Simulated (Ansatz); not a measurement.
The figure comes from a scan of MoS$_{2}$ (space group R3m): a phonon pattern at F = (0.5, 0.5, 0.0) is frozen into a 6-atom cell, Q being the largest atomic displacement. Method: LDA (plane waves to 420 eV, PAW, scalar-relativistic; Ansatz, a quantum-chemistry and plane-wave program). k mesh 12×12×12 (Γ-centred), Fermi-Dirac smearing 0.05 eV. MoS2 is run without spin polarisation. MoS2 was relaxed with its symmetry unable to fall. This is one of several known forms of MoS2; the measured ambient cells at hand have space group No. 194. 

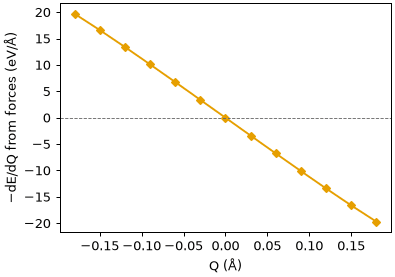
Figure. −dE/dQ from forces (eV/Å) against Q (Å); one marker a computed point.

Read the plotted values off the figure, to the accuracy that the plot allows.

To the nearest 0.5:

| Q (Å) | −dE/dQ from forces (eV/Å) |
|---|---|
| -0.180 | 19.5 |
| -0.150 | 16.5 |
| -0.120 | 13.5 |
| -0.090 | 10.0 |
| -0.060 | 7.0 |
| -0.030 | 3.5 |
| 0.000 | 0.0 |
| 0.030 | -3.5 |
| 0.060 | -7.0 |
| 0.090 | -10.0 |
| 0.120 | -13.5 |
| 0.150 | -16.5 |
| 0.180 | -19.5 |

(A displaced cell: forces are minus the slopes of the energy, force constants its curvatures, and phonons follow from these.)
